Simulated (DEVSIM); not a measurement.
Structure: Si n-i-p diode, at 300 K.

```
layer (left to right)  material  thickness (μm)  Nd (cm⁻³)  Na (cm⁻³)  τn (s)  τp (s)
---------------------  --------  --------------  ---------  ---------  ------  ------
1                            Si           0.320     7.5e16          -  5.6e-5  5.6e-5
2                            Si            41.0          -     4.2e12  5.6e-5  5.6e-5
3                            Si            1.10          -     2.4e18  5.6e-5  5.6e-5
```

Left contact: ohmic. Right contact: ohmic. Voltage is applied to the left contact. Recombination: SRH at mid-gap, radiative, Auger. Gap narrowing is on: ΔEg = 6.92 meV × (l + √(l² + 0.5)), l = ln(N/1.3e17 cm⁻³), shared equally by both band edges. Mobility is constant in doping.

This is a model device: material constants are rounded textbook-type values typed into the input, and sizes, dopings and lifetimes were drawn at random. Values at 300 K.

```
parameter           Si
-------------  -------
gap (eV)         1.124
affinity (eV)     4.05
permittivity      11.7
Nc (cm⁻³)      2.86e19
Nv (cm⁻³)       3.1e19
μn (cm²/Vs)       1417
μp (cm²/Vs)        470
B (cm³/s)      4.7e-15
Cn (cm⁶/s)     2.8e-31
Cp (cm⁶/s)     9.9e-32
```

DEVSIM, 1D drift-diffusion, Boltzmann statistics, complete ionisation; no tunnelling, impact ionisation, image-force lowering or self-heating.

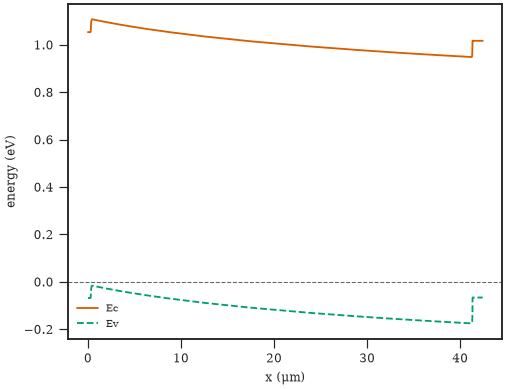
Band edges at -0.9 V on the left contact

Energies count from the Fermi level of the right contact; mesh points crowd at the junctions.

```tsv
x (μm)	Ec (eV)	Ev (eV)	n (cm⁻³)	p (cm⁻³)	field (V/cm)
0.000	1.054	-0.068	7.5e16	1700	-20
0.04140	1.054	-0.068	7.5e16	1.5e14	-20
0.1491	1.053	-0.068	7.6e16	5.2e14	-19
0.2662	1.054	-0.068	7.4e16	9.5e14	390
0.3243	1.079	-0.045	2.8e16	2.7e15	10000
0.3776	1.103	-0.020	1.1e16	7.2e15	1600
0.5317	1.107	-0.017	8.9e15	8.9e15	-72
1.278	1.101	-0.023	9.4e15	9.4e15	-79
3.249	1.087	-0.037	1.1e16	1.1e16	-70
8.820	1.053	-0.071	1.4e16	1.4e16	-52
23.91	0.993	-0.131	2.4e16	2.4e16	-31
37.16	0.958	-0.166	3.2e16	3.2e16	-23
39.89	0.951	-0.172	3.4e16	3.4e16	-22
40.86	0.949	-0.174	3.5e16	3.5e16	-21
41.23	0.949	-0.175	3.5e16	3.5e16	88
41.30	0.971	-0.153	1.5e16	8.4e16	15000
41.34	1.017	-0.066	2.4e15	2.4e18	140
41.41	1.017	-0.066	2.3e15	2.4e18	≈ 0
41.75	1.017	-0.066	1.5e15	2.4e18	≈ 0
42.18	1.017	-0.066	5.3e14	2.4e18	≈ 0
42.35	1.017	-0.066	1.6e14	2.4e18	≈ 0
42.42	1.017	-0.066	240	2.4e18	≈ 0
```
